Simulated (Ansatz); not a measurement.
Consider C4H5F3.

Input

```
crystal:
  periodic: [false, false, false]
  atoms:
    - {symbol: C, position_ang: [-0.159584, -1.932020, 0.397858]}
    - {symbol: C, position_ang: [0.007785, -0.609046, -0.239068]}
    - {symbol: F, position_ang: [0.195038, -0.705387, -1.566427]}
    - {symbol: C, position_ang: [-0.008982, 0.582810, 0.338945]}
    - {symbol: C, position_ang: [0.169022, 1.857457, -0.392453]}
    - {symbol: F, position_ang: [-0.919598, 2.657838, -0.212984]}
    - {symbol: F, position_ang: [1.234127, 2.542711, 0.111256]}
    - {symbol: H, position_ang: [-1.019408, -2.450899, -0.034092]}
    - {symbol: H, position_ang: [0.723610, -2.550251, 0.216560]}
    - {symbol: H, position_ang: [-0.308086, -1.826985, 1.471186]}
    - {symbol: H, position_ang: [-0.160739, 0.648043, 1.408767]}
    - {symbol: H, position_ang: [0.323914, 1.730528, -1.465548]}
basis:
  gaussian: {orbitals: def2-TZVPP}
hamiltonian: {xc: pbe0, dispersion: d4}
output: {orbitals: {seedname: orbitals}}
```

Run with:

```sh
ansatz run in.yaml --threads 4 --pin off --events-out ev --progress --plain --max-ram 11315MiB
```

Geometry: PBE0-D4/def2-TZVP.

Computed with RKS PBE0-D4/def2-TZVPP in Ansatz 0.2.0.

### What will maps of the electron density and electron localisation function show?

C–C (1.32 Å): ρ is about 2.4 e/Å³ halfway; the ELF peaks at about 0.90 between the atoms; a multiple bond.
C–F (1.34 Å): ρ is about 2.3 e/Å³ halfway; the ELF peaks at about 0.85 between the atoms (a shared but strongly polarised pair).
C–H (1.08 Å): the density is about 2 e/Å³ at the midpoint; the ELF climbs to about 1 towards the hydrogen, as it does in any bond to H (an ordinary covalent bond to hydrogen).
C–C (1.48 Å): ρ is about 1.8 e/Å³ halfway; the ELF peaks at about 0.95 between the atoms; a shared electron pair.

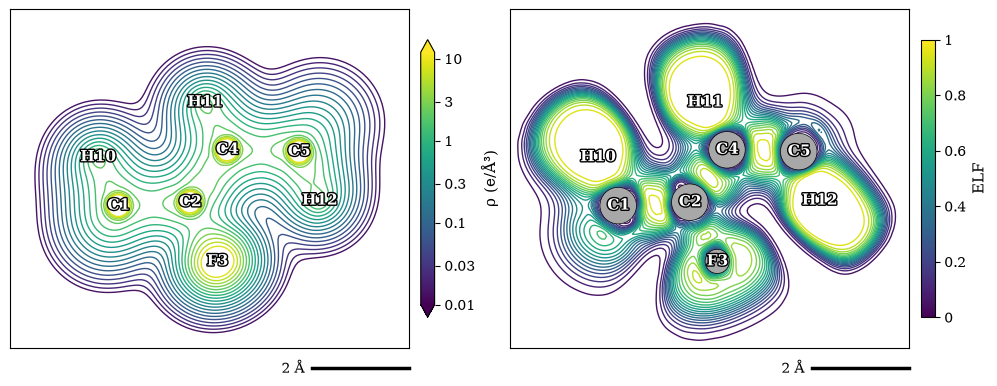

Computed electron density and electron localisation function on the plane of atoms F3, C2 and C4, in this order. Grey discs cover the atomic cores in the ELF map. 
